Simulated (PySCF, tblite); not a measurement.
# C₇H₁₁N: a rotation path, then NMR shifts on frames, part 1 of 2

Aim: move C₇H₁₁N (`[H]/N=C\C[C@H]1CCC1=C`) away from its starting geometry and see how NMR shifts follow the geometry.

Programs: tblite 0.8.0 and PySCF 2.14.0, with density-fitted response routines of our own. Each step states its level of theory. These are calculated values for one molecule in the gas phase, unless marked as measured. Atoms count from 0, in the outputs and in this text.

**1. The molecule as given**

19 atoms, charge 0, multiplicity 1; geometry from: GFN2-xTB.

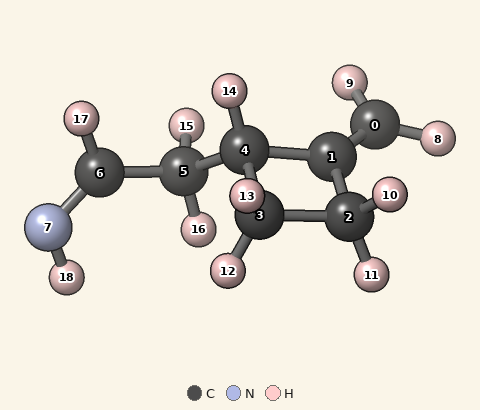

As it starts; carbon dark grey, nitrogen light blue, hydrogen pink, atoms numbered; sticks join atoms by distance.

**2. A band between two rotamers with GFN2-xTB**

What the job is given:

```
{"job": {"kind": "neb", "xc": "GFN2-xTB", "basis": "xTB", "atoms": [3, 4, 5, 6], "turn": 120}, "charge": 0, "multiplicity": 1}
C     -2.030944    -1.012168     1.228436
C     -1.234866    -0.046655     0.820678
C     -1.452367     1.388193     0.422843
C      0.036125     1.475101     0.037124
C      0.244480     0.025463     0.524821
C      0.758323    -0.967831    -0.516912
C      2.191699    -0.697231    -0.861619
N      2.703423    -0.529416    -1.992630
H     -3.087613    -0.853579     1.364694
H     -1.660562    -1.999906     1.446951
H     -1.744764     2.036848     1.247995
H     -2.157549     1.532124    -0.395111
H      0.209888     1.601744    -1.029468
H      0.608723     2.226674     0.575805
H      0.862210    -0.042720     1.424491
H      0.688340    -1.977890    -0.102469
H      0.135992    -0.922780    -1.415317
H      2.871141    -0.635763    -0.014313
H      2.048518    -0.590955    -2.773459
```

Method: GFN2-xTB climbing-image nudged elastic band, gas phase.

Launch:

```
OMP_NUM_THREADS=1 python probes_run.py task.json out
```

One launch serves the whole session: the jobs run in the order shown.

Standard output:

```text
image   E - E0 / eV
  0      -0.0000
  1       0.0130
  2       0.0416
  3       0.0729
  4       0.0916
  5       0.0877
  6       0.0649
  7       0.0416
  8       0.0249
```

It took 3.9 s on 1 thread of Intel Xeon Platinum 8375C at 2.90GHz, shared host; peak memory 0.19 GiB.

The final band, with the dihedral C3–C4–C5–C6:

```tsv
image	dihedral (°)	energy (eV)	energy (kcal/mol)
0	71	0.000	0.0
1	84	0.013	0.3
2	97	0.042	1.0
3	111	0.073	1.7
4	125	0.092	2.1
5	139	0.088	2.0
6	153	0.065	1.5
7	167	0.042	1.0
8	181	0.025	0.6
```

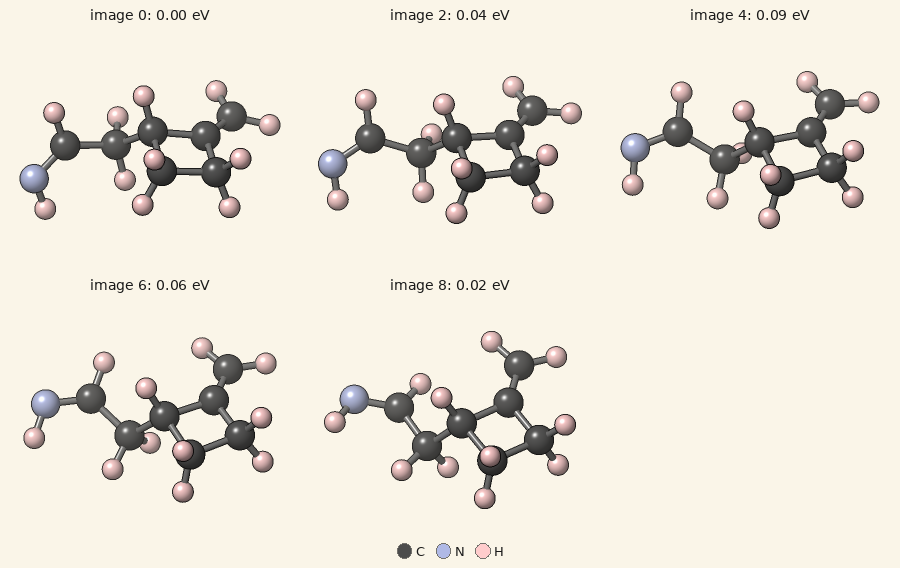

Images along the band.

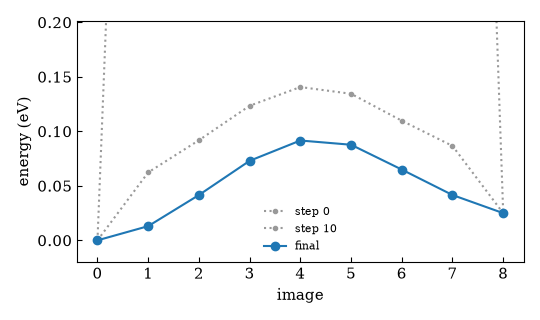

Energy along the band, early and final.

**3. NMR shieldings: image 0, PBE0/pcSseg-1**

What the job is given:

```
{"job": {"kind": "nmr", "xc": "PBE0", "basis": "pcSseg-1", "pop": false}, "charge": 0, "multiplicity": 1}
C     -2.030900    -1.012200     1.228400
C     -1.234900    -0.046700     0.820700
C     -1.452400     1.388200     0.422800
C      0.036100     1.475100     0.037100
C      0.244500     0.025500     0.524800
C      0.758300    -0.967800    -0.516900
C      2.191700    -0.697200    -0.861600
N      2.703400    -0.529400    -1.992600
H     -3.087600    -0.853600     1.364700
H     -1.660600    -1.999900     1.447000
H     -1.744800     2.036800     1.248000
H     -2.157500     1.532100    -0.395100
H      0.209900     1.601700    -1.029500
H      0.608700     2.226700     0.575800
H      0.862200    -0.042700     1.424500
H      0.688300    -1.977900    -0.102500
H      0.136000    -0.922800    -1.415300
H      2.871100    -0.635800    -0.014300
H      2.048500    -0.591000    -2.773500
```

With the program's defaults for keys left out, this is: GIAO PBE0/pcSseg-1 NMR shielding, non-relativistic, gas phase.

Standard output:

```text
coarse grid: 15488 points
cycle   1  E = -327.4992879831  dE =  1.093e+00  |g| = 4.824e-01  |ddm| = 3.970e+00
cycle   2  E = -327.4689963913  dE =  3.029e-02  |g| = 6.293e-01  |ddm| = 1.075e+00
cycle   3  E = -327.5567647509  dE = -8.777e-02  |g| = 1.334e-01  |ddm| = 6.145e-01
cycle   4  E = -327.5606479514  dE = -3.883e-03  |g| = 3.639e-02  |ddm| = 1.290e-01
cycle   5  E = -327.5609506950  dE = -3.027e-04  |g| = 6.785e-03  |ddm| = 4.238e-02
cycle   6  E = -327.5609591869  dE = -8.492e-06  |g| = 2.972e-03  |ddm| = 9.901e-03
final grid: 148544 points
cycle   7  E = -327.6088982679  dE = -4.081e-05  |g| = 1.066e-02  |ddm| = 4.241e-02
cycle   8  E = -327.6088672474  dE =  3.102e-05  |g| = 1.543e-02  |ddm| = 2.574e-02
cycle   9  E = -327.6089269812  dE = -5.973e-05  |g| = 2.360e-03  |ddm| = 1.550e-02
cycle  10  E = -327.6089283394  dE = -1.358e-06  |g| = 2.092e-04  |ddm| = 1.852e-03
cycle  11  E = -327.6089283473  dE = -7.887e-09  |g| = 1.190e-04  |ddm| = 2.663e-04
cycle  12  E = -327.6089283502  dE = -2.897e-09  |g| = 4.126e-05  |ddm| = 1.161e-04
cycle  13  E = -327.6089283505  dE = -3.419e-10  |g| = 1.452e-05  |ddm| = 4.338e-05
converged SCF energy = -327.6089283505

GIAO shielding tensors (ppm)
atom      isotropic    diamagn.    paramagn.     s11        s22        s33       span
  0 C       72.837     253.084    -180.247    -40.557     93.799    165.270    205.826
  1 C       25.030     262.534    -237.504    -86.073     18.659    142.504    228.577
  2 C      158.031     249.915     -91.884    146.098    153.702    174.291     28.193
  3 C      163.858     250.719     -86.861    147.272    162.552    181.751     34.479
  4 C      146.236     250.539    -104.303    136.944    142.298    159.466     22.522
  5 C      132.864     249.466    -116.602    113.291    128.425    156.875     43.584
  6 C       10.133     252.324    -242.192   -108.444     18.423    120.418    228.862
  7 N      -98.370     320.873    -419.242   -431.061    -80.736    216.687    647.748
  8 H       26.455      29.594      -3.139     23.166     25.713     30.486      7.320
  9 H       26.438      32.111      -5.673     22.683     25.542     31.089      8.406
 10 H       28.887      29.552      -0.666     25.310     27.080     34.270      8.960
 11 H       28.968      30.308      -1.340     25.555     26.940     34.408      8.852
 12 H       30.194      32.462      -2.269     26.941     29.482     34.158      7.217
 13 H       29.595      31.126      -1.530     26.314     27.443     35.029      8.715
 14 H       28.521      33.398      -4.876     25.756     27.466     32.343      6.586
 15 H       28.968      32.032      -3.064     25.737     28.310     32.855      7.118
 16 H       30.068      33.777      -3.709     27.802     29.980     32.422      4.620
 17 H       24.017      29.039      -5.022     21.225     22.404     28.422      7.197
 18 H       20.839      34.495     -13.656     10.285     25.431     26.799     16.513
```

Wall time 35 s (1 thread of Intel Xeon Platinum 8375C at 2.90GHz, shared host); peak memory 1 GiB.

Shifts follow as δ = σ(reference) − σ, with reference shieldings (ppm) from runs at the same level and on the same kind of geometry: 1H TMS 31.72, 13C TMS 186.9, 15N NH3 267.7. The references are single molecules in the gas phase, so shifts against H2O, NH3, PH3, H3PO4 or CFCl3 are not on the usual liquid scales and can be off by tens of ppm. Each atom is listed at this fixed geometry, with no averaging over motion; a spectrum would average atoms that exchange fast.

```tsv
atoms	environment	σ (ppm)	δ (ppm)
C6	carbon bonded to C, N, H	10.1	176.8
C1	carbon bonded to 3 C	25.0	161.9
C0	carbon bonded to C, 2 H	72.8	114.1
C5	carbon bonded to 2 C, 2 H	132.9	54.1
C4	carbon bonded to 3 C, H	146.2	40.7
C2	carbon bonded to 2 C, 2 H	158.0	28.9
C3	carbon bonded to 2 C, 2 H	163.9	23.1
H18	hydrogen on a nitrogen bonded to C	20.84	10.88
H17	hydrogen on a carbon bonded to C, N	24.02	7.70
H9	hydrogen on a carbon bonded to C	26.44	5.28
H8	hydrogen on a carbon bonded to C	26.45	5.26
H14	hydrogen on a carbon bonded to 3 C	28.52	3.20
H10	hydrogen on a carbon bonded to 2 C	28.89	2.83
H15	hydrogen on a carbon bonded to 2 C	28.97	2.75
H11	hydrogen on a carbon bonded to 2 C	28.97	2.75
H13	hydrogen on a carbon bonded to 2 C	29.60	2.12
H16	hydrogen on a carbon bonded to 2 C	30.07	1.65
H12	hydrogen on a carbon bonded to 2 C	30.19	1.52
N7	nitrogen bonded to C, H	-98.4	366.1
```

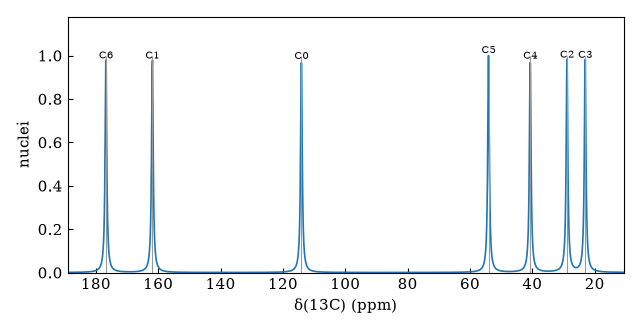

13C lines at the computed shifts, without couplings. Lines are broadened to a width of 0.61 ppm (Lorentzian).

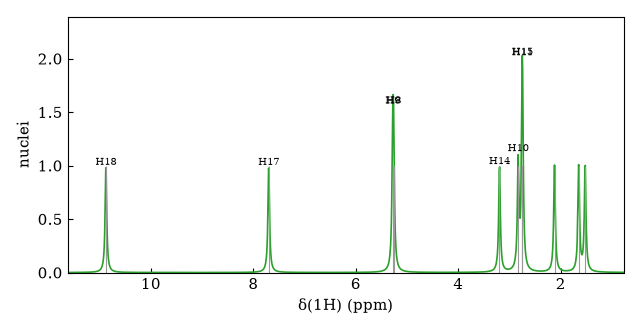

1H lines at the computed shifts, without couplings. Lines are broadened to a width of 0.04 ppm (Lorentzian).

Ring of atoms C1, C2, C3, C4: NICS(0) 3.5, NICS(1) -0.4, NICS(1)zz 2.9 ppm (means of both faces).

The fields below are evaluated on a grid from the run's orbitals.

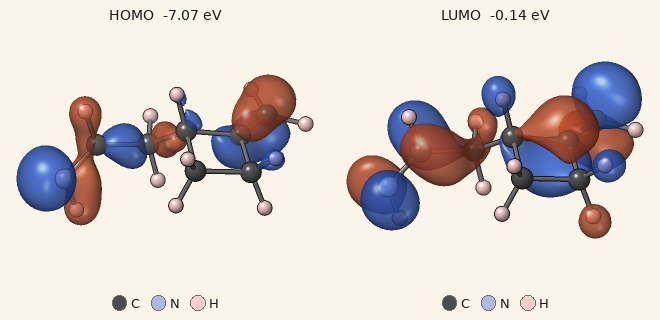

PBE0/pcSseg-1 orbitals near the gap, drawn at the value that encloses 70 % of each; the two colours are the two signs.

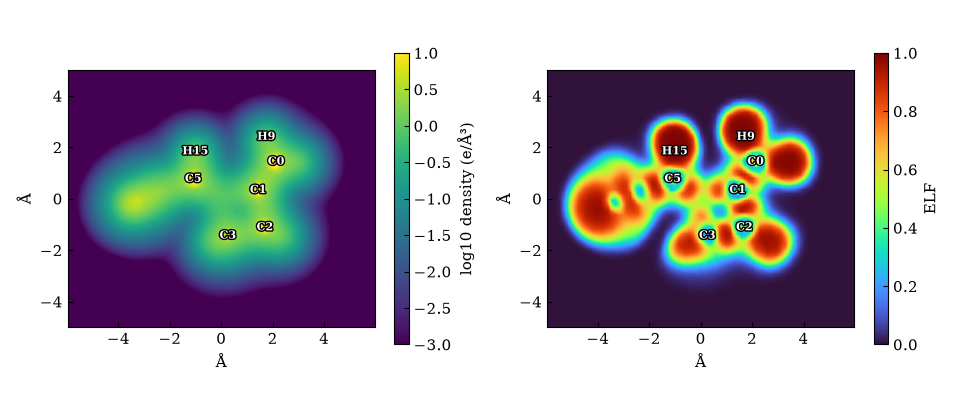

Density (left) and ELF (right) in a plane through or near 7 of the atoms.

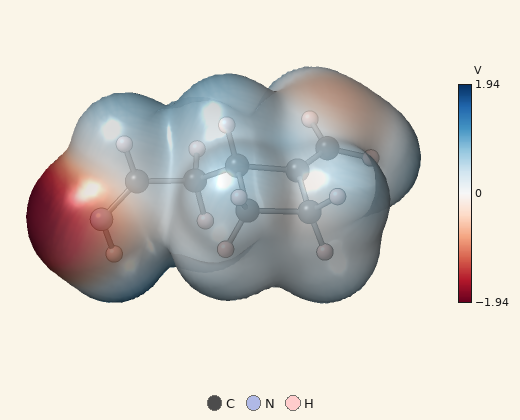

Electrostatic potential on the surface of density 0.002 e/bohr³; red is low, blue high. It runs from -1.94 V near N7 to 1.22 V near H18.

**4. Nuclear shieldings: image 2, PBE0/pcSseg-1**

What the job is given:

```
{"job": {"kind": "nmr", "xc": "PBE0", "basis": "pcSseg-1", "pop": false}, "charge": 0, "multiplicity": 1}
C     -1.867000    -1.044000     1.345100
C     -1.195800    -0.027000     0.848600
C     -1.537100     1.395200     0.497400
C     -0.116000     1.563800    -0.072800
C      0.229900     0.128900     0.378600
C      0.689500    -0.852500    -0.701800
C      2.183600    -0.943200    -0.748200
N      2.953100    -0.779500    -1.722300
H     -2.903700    -0.961600     1.624100
H     -1.402700    -2.004900     1.498000
H     -1.757000     2.022800     1.360100
H     -2.345200     1.501600    -0.225100
H     -0.091800     1.697600    -1.152500
H      0.479700     2.346900     0.390200
H      0.940100     0.106100     1.210500
H      0.295200    -1.844100    -0.460400
H      0.290900    -0.559900    -1.677000
H      2.656300    -1.178900     0.203200
H      2.488100    -0.557900    -2.603200
```

Method: GIAO PBE0/pcSseg-1 NMR shielding, non-relativistic, gas phase.

Standard output:

```text
coarse grid: 15488 points
cycle   1  E = -327.4959873247  dE =  1.098e+00  |g| = 4.844e-01  |ddm| = 3.970e+00
cycle   2  E = -327.4652128249  dE =  3.077e-02  |g| = 6.327e-01  |ddm| = 1.083e+00
cycle   3  E = -327.5539055198  dE = -8.869e-02  |g| = 1.343e-01  |ddm| = 6.168e-01
cycle   4  E = -327.5578503310  dE = -3.945e-03  |g| = 3.576e-02  |ddm| = 1.300e-01
cycle   5  E = -327.5581442938  dE = -2.940e-04  |g| = 6.487e-03  |ddm| = 4.238e-02
cycle   6  E = -327.5581519380  dE = -7.644e-06  |g| = 2.958e-03  |ddm| = 9.755e-03
final grid: 148544 points
cycle   7  E = -327.6066766258  dE = -4.432e-05  |g| = 1.115e-02  |ddm| = 4.174e-02
cycle   8  E = -327.6066464094  dE =  3.022e-05  |g| = 1.564e-02  |ddm| = 2.645e-02
cycle   9  E = -327.6067077933  dE = -6.138e-05  |g| = 2.575e-03  |ddm| = 1.602e-02
cycle  10  E = -327.6067094218  dE = -1.628e-06  |g| = 2.008e-04  |ddm| = 2.051e-03
cycle  11  E = -327.6067094283  dE = -6.447e-09  |g| = 1.224e-04  |ddm| = 2.689e-04
cycle  12  E = -327.6067094313  dE = -3.083e-09  |g| = 3.994e-05  |ddm| = 1.138e-04
cycle  13  E = -327.6067094316  dE = -3.121e-10  |g| = 1.527e-05  |ddm| = 4.508e-05
converged SCF energy = -327.6067094316

GIAO shielding tensors (ppm)
atom      isotropic    diamagn.    paramagn.     s11        s22        s33       span
  0 C       73.437     253.439    -180.001    -39.936     94.182    166.066    206.001
  1 C       23.971     262.897    -238.927    -87.170     17.150    141.933    229.103
  2 C      157.823     250.274     -92.451    145.647    154.309    173.512     27.865
  3 C      160.029     250.539     -90.510    138.788    160.575    180.724     41.936
  4 C      146.563     249.907    -103.344    136.108    142.883    160.697     24.589
  5 C      130.152     248.773    -118.621    114.228    126.453    149.774     35.546
  6 C        9.624     252.729    -243.105   -108.466     22.293    115.043    223.509
  7 N      -92.232     320.197    -412.429   -414.711    -76.375    214.390    629.100
  8 H       26.437      29.526      -3.089     23.227     25.669     30.415      7.188
  9 H       26.408      32.269      -5.861     22.731     25.583     30.910      8.179
 10 H       28.869      29.489      -0.620     25.317     27.022     34.269      8.952
 11 H       28.928      30.115      -1.187     25.483     26.949     34.351      8.868
 12 H       30.126      32.304      -2.178     27.003     29.113     34.261      7.259
 13 H       29.380      31.058      -1.678     26.384     27.170     34.587      8.203
 14 H       28.712      33.666      -4.955     26.076     27.712     32.346      6.270
 15 H       29.047      32.504      -3.457     25.775     29.109     32.256      6.482
 16 H       29.921      33.607      -3.686     27.526     29.695     32.541      5.015
 17 H       24.010      29.249      -5.239     21.294     22.428     28.308      7.014
 18 H       21.094      34.268     -13.174     10.977     25.471     26.836     15.859
```

Run time: 26 s. Hardware: 1 thread of Intel Xeon Platinum 8375C at 2.90GHz, shared host; peak memory 0.9 GiB.

This run: δ C6 177.3, C1 163.0, C0 113.5, C5 56.8, H18 10.62, H17 7.71 ppm.

(Continued in part 2 of 2.)
